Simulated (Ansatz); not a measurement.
**GaH₃Se (SMILES [GaH2][SeH]): one structure at several levels**

The atoms stand at a structure displaced at random from a GFN2-xTB minimum. How far do the functionals agree with CCSD(T) there?

Program: Ansatz 0.2.0, Gaussian basis. Level of theory: single points in def2-TZVPP. These are calculated values, not measurements.

Cores are frozen in the correlated methods. Filled d shells of the heavier atoms are correlated.

## (1) The system as given

SMILES `[GaH2][SeH]`, 5 atoms, charge 0, spin multiplicity 1.

Atoms are counted from 1 here; the program's logs count them from 0.

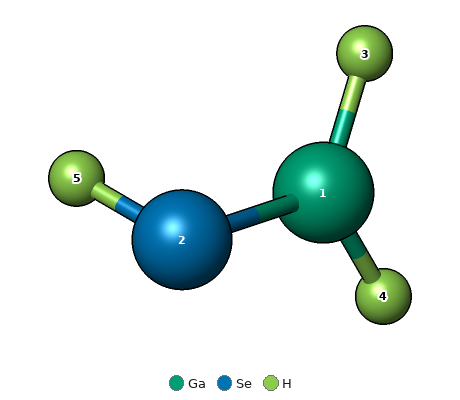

As it starts; gallium teal, selenium blue, hydrogen green; atoms are numbered from 1 in the order of the file.

As a file:

```csv
atom,x (Å),y (Å),z (Å)
Ga1,-0.4980,-0.4670,-0.1017
Se2,0.4415,1.6934,0.0729
H3,-0.5458,-1.4575,1.1079
H4,-1.1303,-0.9854,-1.4015
H5,1.7819,1.1444,0.2552
```

## (2) CCSD(T)/def2-TZVPP

run/in.yaml

```yaml
crystal:
  periodic: [false, false, false]
  atoms:
    - {symbol: Ga, position_ang: [-0.498000, -0.467000, -0.101700]}
    - {symbol: Se, position_ang: [0.441500, 1.693400, 0.072900]}
    - {symbol: H, position_ang: [-0.545800, -1.457500, 1.107900]}
    - {symbol: H, position_ang: [-1.130300, -0.985400, -1.401500]}
    - {symbol: H, position_ang: [1.781900, 1.144400, 0.255200]}
basis:
  gaussian: {orbitals: def2-TZVPP}
correlation: {method: ccsd_t}
output: {forces: true}
```

The command line of these runs was not kept.

## (3) PBE0-D4/def2-TZVPP

run/in.yaml, as its differences from that of step 2:

```diff
@@ -10,3 +10,3 @@
   gaussian: {orbitals: def2-TZVPP}
-correlation: {method: ccsd_t}
-output: {forces: true}
+hamiltonian: {xc: pbe0, dispersion: d4}
+output: {forces: true, orbitals: {seedname: orbitals}}
```

## (4) wB97M-V/def2-TZVPP

run/in.yaml, as its differences from that of step 3:

```diff
@@ -10,3 +10,3 @@
   gaussian: {orbitals: def2-TZVPP}
-hamiltonian: {xc: pbe0, dispersion: d4}
-output: {forces: true, orbitals: {seedname: orbitals}}
+hamiltonian: {xc: {name: wB97M-V}}
+output: {forces: true}
```

## (5) r2SCAN-D4/def2-TZVPP

run/in.yaml, as its differences from that of step 4:

```diff
@@ -10,3 +10,3 @@
   gaussian: {orbitals: def2-TZVPP}
-hamiltonian: {xc: {name: wB97M-V}}
+hamiltonian: {xc: r2scan, dispersion: d4}
 output: {forces: true}
```

## (6) PBE-D4/def2-TZVPP

run/in.yaml, as its differences from that of step 5:

```diff
@@ -10,3 +10,3 @@
   gaussian: {orbitals: def2-TZVPP}
-hamiltonian: {xc: r2scan, dispersion: d4}
+hamiltonian: {xc: pbe, dispersion: d4}
 output: {forces: true}
```

## (7) r2SCANh-D4/def2-TZVPP

run/in.yaml, as its differences from that of step 6:

```diff
@@ -10,3 +10,3 @@
   gaussian: {orbitals: def2-TZVPP}
-hamiltonian: {xc: pbe, dispersion: d4}
+hamiltonian: {xc: {name: r2SCANh}, dispersion: d4}
 output: {forces: true}
```

## (8) B97M-V/def2-TZVPP

run/in.yaml, as its differences from that of step 7:

```diff
@@ -10,3 +10,3 @@
   gaussian: {orbitals: def2-TZVPP}
-hamiltonian: {xc: {name: r2SCANh}, dispersion: d4}
+hamiltonian: {xc: {name: B97M-V}}
 output: {forces: true}
```

(Steps that only read results are left out.)

Before running it: what results should come out? Wanted: energy less free atoms, CCSD(T)/def2-TZVPP; RMS force component; RMS force error; HOMO and LUMO, PBE0-D4; T1 diagnostic.

The runs gave:

```
                                  quantity                                                                                             value
energy less free atoms, CCSD(T)/def2-TZVPP                                                                                    -1118.5 kJ/mol
                       RMS force component                                                              0.194 to 0.300 eV/Å over the methods
                           RMS force error  PBE0-D4 0.051, wB97M-V 0.018, r2SCAN-D4 0.031, PBE-D4 0.164, r2SCANh-D4 0.020, B97M-V 0.057 eV/Å
                    HOMO and LUMO, PBE0-D4                                                                                -6.91 and -2.00 eV
                             T1 diagnostic                                                                                             0.011
```

**Reading.** Against CCSD(T) the functionals' energies less atoms differ by -21.4 to +9.1 kJ/mol, PBE-D4 by +5.9 kJ/mol. The reference is not at the basis limit: in triple zeta CCSD(T) underbinds, which counts against methods that bind more; the gaps are no ranking. For forces wB97M-V does best and PBE-D4 worst. Frozen-core CCSD(T) forces in triple zeta carry basis errors of their own, and this is one geometry, so small gaps rank nothing.
